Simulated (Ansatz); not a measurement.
# AlNH2ClF (SMILES [NH2][Al]([F])[Cl]) at BHLYP/aug-cc-pVDZ

What is the vertical electron affinity of AlNH2ClF at BHLYP/aug-cc-pVDZ? 

The calculation is run with Ansatz 0.2.0.

98 further runs of the same task are left out: 98 set aside as unsound or not needed.

**1. Starting point**

AlNH2ClF: 6 atoms, total charge 0, spin state singlet. As SMILES, `[NH2][Al]([F])[Cl]`. Geometry: relaxed at PBE0-D4/def2-TZVP.

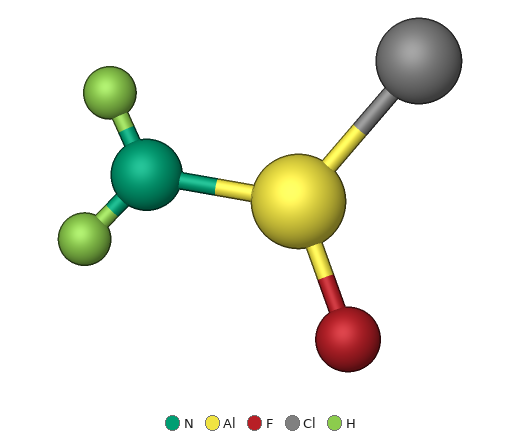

Viewed from a chosen angle; nitrogen teal, aluminium yellow, fluorine red, chlorine grey, hydrogen green.

**2. A single-point energy at BHLYP/aug-cc-pVDZ**

File job.yaml:

```yaml
crystal:
  periodic: [false, false, false]
  atoms:
    - {symbol: N, position_ang: [-0.112300, 0.982600, -0.025800]}
    - {symbol: Al, position_ang: [0.152500, -0.739100, 0.092300]}
    - {symbol: F, position_ang: [1.041800, -1.345500, 1.331100]}
    - {symbol: Cl, position_ang: [-0.641100, -2.049400, -1.313600]}
    - {symbol: H, position_ang: [0.246300, 1.661500, 0.624800]}
    - {symbol: H, position_ang: [-0.645100, 1.426000, -0.754900]}
basis:
  gaussian:
    orbitals: aug-cc-pVDZ
hamiltonian:
  xc: {name: BHLYP}
accuracy: high
output: {orbitals: {seedname: orbitals}}
```

Started as:

```sh
ansatz run job.yaml --threads 1 --pin off --max-ram 3480MiB --events-out events.jsonl --progress --plain --runs-dir runs
```

The program printed:

```text
Warning: RAYON_NUM_THREADS=1 ignored (pool sized by the plan → 1); use --threads N
Functional definition: BHLYP
  name "BHLYP"
  parameter a = 0.5
  exchange = (1 - a)*b88_x + a*exact_x
  correlation = lyp_c
2354 factors; integrals over basis functions are off by at most 4.0e-9 eV
mean field evaluation 1: about -23355.5890 eV, gradient 6.3e1 eV
mean field evaluation 2: about -23352.4272 eV, gradient 7.3e1 eV
mean field evaluation 4: about -23362.9658 eV, gradient 1.5e0 eV
mean field evaluation 8: about -23363.1428 eV, gradient 2.2e-1 eV
mean field evaluation 16: about -23363.1430 eV, gradient 8.7e-5 eV
mean field -23363.14300354 eV, -858.5796692730 hartree, gradient 8.0e-8 eV, S^2 0.000000; 0 other end points of the search recorded, 0 dependent functions left out
reference -23363.14303330 eV, -858.5796703668 hartree; 24, 24 occupied and 94, 94 virtual orbitals, 2354 factors
Total energy: -23363.14303330 eV, -858.5796703668 hartree
```

It took 15 s on 1 thread of Intel Xeon Platinum 8259CL at 2.50GHz (Skylake/Cascade Lake), shared host; peak memory 0.46 GiB.

**3. The doublet anion at the same level**

File job.yaml:

```yaml
basis:
  gaussian:
    orbitals: aug-cc-pVDZ
crystal:
  periodic: [false, false, false]
  atoms:
    - symbol: N
      position_ang: [-0.112300, 0.982600, -0.025800]
    - symbol: Al
      position_ang: [0.152500, -0.739100, 0.092300]
    - symbol: F
      position_ang: [1.041800, -1.345500, 1.331100]
    - symbol: Cl
      position_ang: [-0.641100, -2.049400, -1.313600]
    - symbol: H
      position_ang: [0.246300, 1.661500, 0.624800]
    - symbol: H
      position_ang: [-0.645100, 1.426000, -0.754900]
total_charge: -1
magnetization:
  spin_polarized: true
  initial_magnetization: 1
hamiltonian:
  xc: {name: BHLYP}
accuracy: high
output:
  orbitals: {seedname: orbitals}
```

Started as:

```sh
ansatz run job.yaml --threads 1 --pin off --max-ram 3480MiB --events-out events.jsonl --progress --plain --runs-dir runs
```

The program printed:

```text
Warning: RAYON_NUM_THREADS=1 ignored (pool sized by the plan → 1); use --threads N
[... 5 set-up lines as earlier in the session ...]
2354 factors; integrals over basis functions are off by at most 4.0e-9 eV
mean field evaluation 1: about -23358.9620 eV, gradient 2.9e1 eV
mean field evaluation 2: about -23356.2162 eV, gradient 3.8e1 eV
mean field evaluation 4: about -23362.8447 eV, gradient 1.5e0 eV
mean field evaluation 8: about -23362.8924 eV, gradient 1.5e-1 eV
mean field evaluation 16: about -23362.8930 eV, gradient 1.3e-3 eV
mean field evaluation 32: about -23362.8930 eV, gradient 1.1e-6 eV
mean field -23362.89300411 eV, -858.5704819636 hartree, gradient 7.4e-8 eV, S^2 0.750522; 7 other end points of the search recorded, 0 dependent functions left out
reference -23362.89303269 eV, -858.5704830136 hartree; 25, 24 occupied and 93, 94 virtual orbitals, 2354 factors
Total energy: -23362.89303269 eV, -858.5704830136 hartree
```

It took 40 s on 1 thread of Intel Xeon Platinum 8259CL at 2.50GHz (Skylake/Cascade Lake), shared host; peak memory 0.62 GiB.

**4. What came out**

At BHLYP/aug-cc-pVDZ:

```
                                         quantity          value
                   singlet AlNH2ClF: total energy  -858.57967 Eh
                    singlet AlNH2ClF: HOMO energy       -9.43 eV
                    singlet AlNH2ClF: LUMO energy       -0.52 eV
                  singlet AlNH2ClF: HOMO–LUMO gap        8.91 eV
                      doublet anion: total energy  -858.57048 Eh
doublet anion: HOMO energy (highest over α and β)        1.00 eV
 doublet anion: LUMO energy (lowest over α and β)        2.74 eV
                              doublet anion: ⟨S²⟩          0.751
vertical electron affinity (to the doublet anion)      -0.250 eV
```

**Reading.** The anion lies 0.25 eV (5.8 kcal/mol) above the neutral: the electron isn't bound at this level, and such a value depends on the basis. The HOMO (doublet anion) lies at positive energy, 1.00 eV; only total energies tell whether the electron is bound.
